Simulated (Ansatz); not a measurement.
# Geometry relaxation of SiH3F

System: SiH3F.
Method: UKS B3LYP/def2-SVP (Ansatz 0.2.0).

It belongs to a series of runs on one base structure; here: end point A relaxed. Figures and captions count atoms from 1; the log counts them from 0 in places.

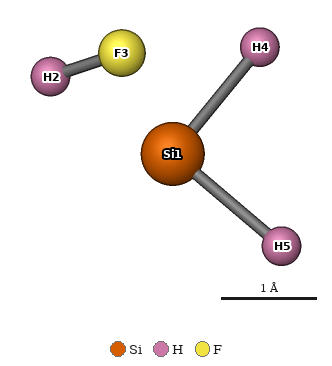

Fig. 1: The structure as given in the input (ball-and-stick view, seen at a tilt; atoms are numbered from 1 in the order of the input).

The input
```yaml
crystal:
  periodic: [false, false, false]
  atoms:
    - { symbol: Si, position_ang: [-0.738765, 0.150464, 0.716113] }
    - { symbol: H, position_ang: [0.343411, -1.420415, -1.229601] }
    - { symbol: F, position_ang: [1.025398, -0.850814, -1.449785] }
    - { symbol: H, position_ang: [0.349996, 0.535565, 1.723887] }
    - { symbol: H, position_ang: [-0.98004, 1.585201, 0.239586] }
magnetization:
  spin_polarized: true
basis:
  gaussian: { orbitals: def2-SVP }
hamiltonian:
  xc: b3lyp
relax:
  f_tol: 0.03
  max_steps: 50
```

Run on 1 thread of Arm Neoverse V1, 24 GiB of memory available, shared host.

Launched with:
```bash
ansatz run input.yaml --threads 1 --pin off --max-ram 2048MiB --backend cpu --events-out ev --progress --plain --runs-dir out
```

The program's output
```
The last accepted step is kept in [file] (removed where the run ends without a failure and the disk answers)
Engine: ansatz 0.2.0, aarch64-unknown-linux-gnu
Functional definition: B3LYP
  parameter a0 = 0.2
  parameter ax = 0.72
  parameter ac = 0.81
  exchange = (1 - a0 - ax)*slater_x + ax*b88_x + a0*exact_x
  correlation = (1 - ac)*vwn_rpa_c + ac*lyp_c
479 factors; integrals over basis functions are off by at most 2.9e-4 eV
mean field evaluation 1: about -10635.4170 eV, gradient 2.1e1 eV
mean field evaluation 2: about -10634.1366 eV, gradient 3.1e1 eV
mean field evaluation 4: about -10636.9899 eV, gradient 2.6e-1 eV
mean field evaluation 8: about -10636.9929 eV, gradient 2.2e-3 eV
mean field evaluation 16: about -10636.8534 eV, gradient 1.3e0 eV
mean field -10636.99293620 eV, -390.9022803924 hartree, gradient 2.0e-5 eV, S^2 0.000000; 1 other end points of the search recorded, 0 dependent functions left out
the calculation of the forces begins
reference -10636.99312929 eV, -390.9022874886 hartree; 13, 13 occupied and 34, 34 virtual orbitals, 479 factors
relax step   1: F+E_penalty+E_count = -10636.99293620 eV  Δ(F+E_penalty+E_count) = +0.000e0 eV  max|allowed force component| = 7.066e-1 eV/Å  Δτ_max = 0.0000 Å  (47 SCF iters, accepted)
these checks for a lower state are left out or cut short: starts, cluster_reference, orbital_swaps, neighbouring_geometries, increment
479 factors; integrals over basis functions are off by at most 3.8e-4 eV
mean field -10637.06038244 eV, -390.9047589963 hartree, gradient 8.9e-6 eV, S^2 0.000000; 0 other end points of the search recorded, 0 dependent functions left out
the calculation of the forces begins
reference -10637.06057657 eV, -390.9047661304 hartree; 13, 13 occupied and 34, 34 virtual orbitals, 479 factors
relax step   2: F+E_penalty+E_count = -10637.06038244 eV  Δ(F+E_penalty+E_count) = -6.745e-2 eV  max|allowed force component| = 9.009e-1 eV/Å  Δτ_max = 0.1951 Å  (31 SCF iters, accepted)
these checks for a lower state are left out or cut short: starts, cluster_reference, orbital_swaps, neighbouring_geometries, increment
479 factors; integrals over basis functions are off by at most 4.4e-4 eV
mean field evaluation 32: about -10637.1266 eV, gradient 1.2e-5 eV
mean field -10637.12655590 eV, -390.9071908259 hartree, gradient 1.2e-5 eV, S^2 0.000000; 0 other end points of the search recorded, 0 dependent functions left out
the calculation of the forces begins
reference -10637.12674934 eV, -390.9071979346 hartree; 13, 13 occupied and 34, 34 virtual orbitals, 479 factors
relax step   3: F+E_penalty+E_count = -10637.12655590 eV  Δ(F+E_penalty+E_count) = -6.617e-2 eV  max|allowed force component| = 7.853e-1 eV/Å  Δτ_max = 0.1960 Å  (29 SCF iters, accepted)
these checks for a lower state are left out or cut short: starts, cluster_reference, orbital_swaps, neighbouring_geometries, increment
479 factors; integrals over basis functions are off by at most 4.6e-4 eV
mean field -10637.17247939 eV, -390.9088784831 hartree, gradient 1.5e-5 eV, S^2 0.000000; 0 other end points of the search recorded, 0 dependent functions left out
the calculation of the forces begins
reference -10637.17267179 eV, -390.9088855538 hartree; 13, 13 occupied and 34, 34 virtual orbitals, 479 factors
relax step   4: F+E_penalty+E_count = -10637.17247939 eV  Δ(F+E_penalty+E_count) = -4.592e-2 eV  max|allowed force component| = 3.910e-1 eV/Å  Δτ_max = 0.1474 Å  (29 SCF iters, accepted)
these checks for a lower state are left out or cut short: starts, cluster_reference, orbital_swaps, neighbouring_geometries, increment
479 factors; integrals over basis functions are off by at most 4.7e-4 eV
mean field -10637.18844841 eV, -390.9094653337 hartree, gradient 1.9e-5 eV, S^2 0.000000; 0 other end points of the search recorded, 0 dependent functions left out
the calculation of the forces begins
reference -10637.18864133 eV, -390.9094724236 hartree; 13, 13 occupied and 34, 34 virtual orbitals, 479 factors
relax step   5: F+E_penalty+E_count = -10637.18844841 eV  Δ(F+E_penalty+E_count) = -1.597e-2 eV  max|allowed force component| = 3.320e-1 eV/Å  Δτ_max = 0.0853 Å  (29 SCF iters, accepted)
these checks for a lower state are left out or cut short: starts, cluster_reference, orbital_swaps, neighbouring_geometries, increment
479 factors; integrals over basis functions are off by at most 5.0e-4 eV
mean field -10637.20160332 eV, -390.9099487678 hartree, gradient 7.4e-6 eV, S^2 0.000000; 0 other end points of the search recorded, 0 dependent functions left out
the calculation of the forces begins
reference -10637.20179654 eV, -390.9099558686 hartree; 13, 13 occupied and 34, 34 virtual orbitals, 479 factors
relax step   6: F+E_penalty+E_count = -10637.20160332 eV  Δ(F+E_penalty+E_count) = -1.315e-2 eV  max|allowed force component| = 1.819e-1 eV/Å  Δτ_max = 0.1130 Å  (30 SCF iters, accepted)
these checks for a lower state are left out or cut short: starts, cluster_reference, orbital_swaps, neighbouring_geometries, increment
479 factors; integrals over basis functions are off by at most 5.0e-4 eV
mean field -10637.20353023 eV, -390.9100195803 hartree, gradient 2.0e-5 eV, S^2 0.000000; 0 other end points of the search recorded, 0 dependent functions left out
the calculation of the forces begins
reference -10637.20372337 eV, -390.9100266781 hartree; 13, 13 occupied and 34, 34 virtual orbitals, 479 factors
relax step   7: F+E_penalty+E_count = -10637.20353023 eV  Δ(F+E_penalty+E_count) = -1.927e-3 eV  max|allowed force component| = 2.475e-2 eV/Å  Δτ_max = 0.0186 Å  (26 SCF iters, accepted)
479 factors; integrals over basis functions are off by at most 5.0e-4 eV
mean field evaluation 64: about -10637.1997 eV, gradient 2.9e-1 eV
```

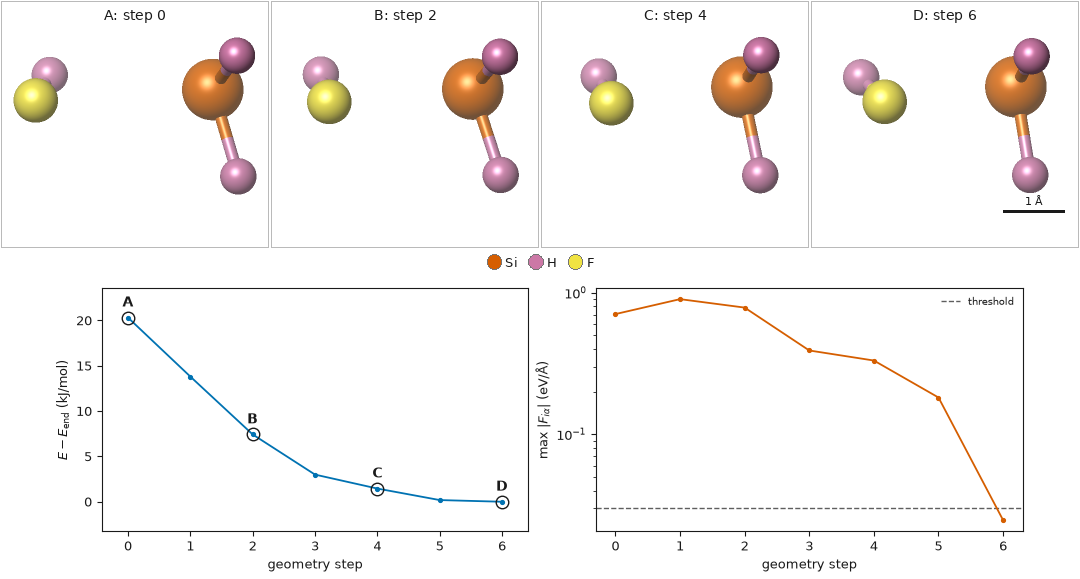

Fig. 2: Frames of the relaxation (ball-and-stick view, seen at a tilt) above the curves, on which the letters mark them (the first geometry is step 0 here and step 1 in the log).

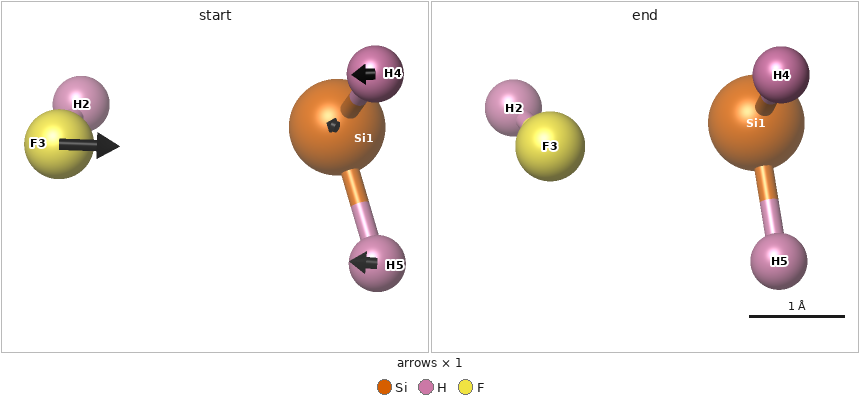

Fig. 3: Before (left) and after (right) the relaxation, at one scale (ball-and-stick view, seen at a tilt). The black arrows give the displacements, at true length. The energy falls by 20.3 kJ/mol in 6 geometry steps. Largest force component: 0.71 eV/Å at the start, 0.025 eV/Å at the end. The atom that moves furthest after the best rigid fit is F3 (0.64 Å). Largest moves by element: F 0.64 Å, H 0.30 Å, Si 0.13 Å. Among the contacts that change: H2–F3 0.915 → 0.934 Å, Si1–H4 1.533 → 1.527 Å. (Atoms are counted from 1 in the order of the input.)

```
mean field -10637.20353023 eV, -390.9100195803 hartree, gradient 2.0e-5 eV, S^2 0.000000; 2 other end points of the search recorded, 0 dependent functions left out
the calculation of the forces begins
reference -10637.20372337 eV, -390.9100266781 hartree; 13, 13 occupied and 34, 34 virtual orbitals, 479 factors
Total energy: -10637.20372337 eV, -390.9100266781 hartree
Atom 0 at    -0.720414     0.037530     0.645262 Å, force    -0.016064    -0.024753     0.005521 eV/Å
Atom 1 at     0.361243    -1.359831    -1.223623 Å, force     0.000375    -0.000671    -0.001854 eV/Å
Atom 2 at     0.719142    -0.531468    -0.982171 Å, force     0.001198     0.002456     0.000641 eV/Å
Atom 3 at     0.465724     0.421501     1.526937 Å, force     0.013166     0.004108     0.006797 eV/Å
Atom 4 at    -0.825695     1.432268     0.033795 Å, force     0.001324     0.018860    -0.011104 eV/Å
Dipole moment:     0.115543    -0.362091    -0.341434 e Å
```

Trajectory as extended XYZ (Å, eV, eV/Å), 7 frames, from step=1 to step=7
```
5
Properties=species:S:1:pos:R:3:forces:R:3 step=1 energy=-10636.99294
Si   -0.7388    0.1505    0.7161    0.1581  -0.1160  -0.1735
H     0.3434   -1.4204   -1.2296   -0.7002  -0.6267   0.1945
F     1.0254   -0.8508   -1.4498    0.5364   0.7066  -0.0076
H     0.3500    0.5356    1.7239   -0.0697   0.0637  -0.0795
H    -0.9800    1.5852    0.2396    0.0754  -0.0275   0.0661
5
Properties=species:S:1:pos:R:3:forces:R:3 step=2 energy=-10637.06038
Si   -0.6930    0.1085    0.6507    0.0290  -0.0414  -0.0248
H     0.3295   -1.4645   -1.2482    0.7357   0.9009  -0.0540
F     0.9479   -0.7387   -1.3102   -0.8504  -0.7455   0.2467
H     0.3561    0.5363    1.6803    0.0489  -0.0684  -0.0662
H    -0.9406    1.5584    0.2277    0.0367  -0.0456  -0.1018
5
Properties=species:S:1:pos:R:3:forces:R:3 step=3 energy=-10637.12656
Si   -0.6613    0.0654    0.5976   -0.1590  -0.0521   0.1251
H     0.3190   -1.4276   -1.2161    0.5001   0.7853   0.0740
F     0.8556   -0.6410   -1.1676   -0.5257  -0.6022   0.0570
H     0.3923    0.4902    1.6235    0.0922  -0.0698  -0.1127
H    -0.9055    1.5129    0.1628    0.0925  -0.0611  -0.1434
5
Properties=species:S:1:pos:R:3:forces:R:3 step=4 energy=-10637.17248
Si   -0.6955    0.0125    0.5999    0.1981   0.2225  -0.0148
H     0.2799   -1.3246   -1.1181    0.3035   0.2732  -0.0908
F     0.8242   -0.5519   -1.0881   -0.3910  -0.3028   0.1393
H     0.4411    0.4239    1.5410   -0.0665  -0.0864  -0.0222
H    -0.8498    1.4402    0.0656   -0.0441  -0.1065  -0.0115
5
Properties=species:S:1:pos:R:3:forces:R:3 step=5 energy=-10637.18845
Si   -0.6830    0.0131    0.5944    0.0247   0.0973   0.0386
H     0.2893   -1.3203   -1.1292    0.2574   0.2783  -0.0447
F     0.7774   -0.5175   -1.0257   -0.2562  -0.3320   0.0053
H     0.4614    0.3996    1.5328   -0.0497   0.0110  -0.0403
H    -0.8451    1.4251    0.0279    0.0238  -0.0545   0.0412
5
Properties=species:S:1:pos:R:3:forces:R:3 step=6 energy=-10637.20160
Si   -0.7238    0.0389    0.6483    0.0770   0.0587  -0.0276
H     0.3554   -1.3564   -1.2135   -0.0648  -0.1819  -0.0659
F     0.7316   -0.5337   -0.9958    0.0328   0.1748   0.0874
H     0.4703    0.4145    1.5335   -0.0714   0.0137  -0.0523
H    -0.8335    1.4366    0.0277    0.0264  -0.0653   0.0585
5
Properties=species:S:1:pos:R:3:forces:R:3 step=7 energy=-10637.20353
Si   -0.7204    0.0375    0.6453   -0.0161  -0.0248   0.0055
H     0.3612   -1.3598   -1.2236    0.0004  -0.0007  -0.0019
F     0.7191   -0.5315   -0.9822    0.0012   0.0025   0.0006
H     0.4657    0.4215    1.5269    0.0132   0.0041   0.0068
H    -0.8257    1.4323    0.0338    0.0013   0.0189  -0.0111
```

Key numbers

- outcome: converged
- total energy: −10637.2037 eV
- mean-field energy: −10637.2037 eV
- largest force (length of the vector) at the end: 0.030 eV/Å
- wall time: 12 s
- peak memory: 0.11 GiB
